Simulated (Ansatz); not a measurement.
# Fields on a plane of SnS (space group Cmcm)

```
CELL_PARAMETERS angstrom
      2.00177    -5.58832     0.00000
      2.00177     5.58832     0.00000
      0.00000     0.00000     4.00001
ATOMIC_POSITIONS crystal
  Sn 0.87761 0.12239 0.75000
  Sn 0.12239 0.87761 0.25000
  S  0.64720 0.35280 0.75000
  S  0.35280 0.64720 0.25000
```

The slice is a (110) plane (indices of the conventional cell) through the point (0.878, 0.122, 0.750) (fractional), spanned by u = [001] and v = [100] in vectors of this cell: u (4.00 Å) and v (5.94 Å, at 90° to u). It covers one period; positions are fractions (u, v).

Atoms on it: Sn at (0.00, 0.00). Other atoms lie within 1 Å of the plane.

The numbers are results of LDA (plane waves to 420 eV, PAW, scalar-relativistic; Ansatz, a first-principles code), not measurements. k mesh 9×9×8. These are valence fields of a PAW run, semicore shells included where kept as valence: close to a nucleus they are smooth pseudo fields. At this level the bands of SnS touch or barely overlap. SnS was relaxed with its symmetry unable to fall. This is one of several known forms of SnS; the measured ambient cells at hand have space group No. 62.

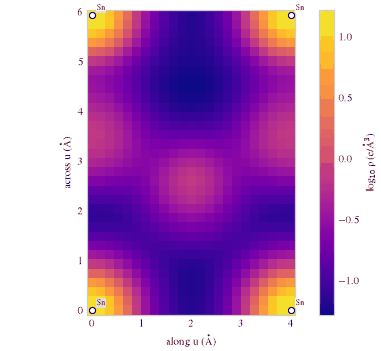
Figure. Log₁₀ of the valence density in e/Å³, one period of the plane, atoms marked. The scale is logarithmic, as a density can span decades between atoms and voids.

```
|xxxxxxxxxxxx0022557788998877552200xxxxxxxxxx|
|xxxxxxxxxxxx0033668888998888663300xxxxxxxxxx|
|xxxxxxxxxx00004477889999998866440000xxxxxxxx|
|xxxxxxxx000033557788999999887755330000xxxxxx|
|xxxxxx0000225577889999999999887755220000xxxx|
|00000011335577889999999999999988775533110000|
|22223344667788889999999999999988887766443322|
|44445566778888999999999999999999888877665544|
|33445566778899999999999999999999998877665544|
|11223355778888999988888888889999888877553322|
|xxxx00335577888888777777777788888877553300xx|
|xxxxxx1144667777666655555566667777664411xxxx|
|xxxxxx1144556666554433333344556666554411xxxx|
|xxxxxx1144555544331100000011334455554411xxxx|
|xxxx00224455442200000000000000224455442200xx|
|11113344555533110000000000000011335555443311|
|44555566665533000000xxxxxx000000335566665555|
|777777776655220000xxxxxxxxxx0000225566777777|
|88888888775533000000xxxxxx000000335577888888|
|9999998877664411000000xx00000011446677889999|
|99999988887755330000000000000033557788889999|
|99999988887766443311000000113344667788889999|
|88888888887777665544333333445566777788888888|
|66667777777777777766666666667777777777777766|
|33334455667777777777777777777777777766554433|
|00000011335566778888888888888877665533110000|
|xxxxxx0000335577888899999988887755330000xxxx|
|xxxxxxxx000033667788999999887766330000xxxxxx|
|xxxxxxxxxx00004477889999998877441100xxxxxxxx|
|xxxxxxxxxxxx0033668888998888663300xxxxxxxxxx|
|xxxxxxxxxxxx0022557788998877552200xxxxxxxxxx|
|xxxxxxxxxxxx0022557788998877552200xxxxxxxxxx|
```
Scale: ten equal steps from -2.00 (start of '0') to 6.20 (end of '9'), in the order '0123456789'. Values: electrostatic potential energy of an electron, from the cell's mean, in eV. The map has 22 points along u (two characters each, u = 0 at the left) and 32 along v (v = 0 in the bottom row). Points within 1 Å of a nucleus are blanked (x), as the pseudised field means little there. Values under -2 eV are set to -2. The zero, the cell's mean, hangs on the PAW cores.
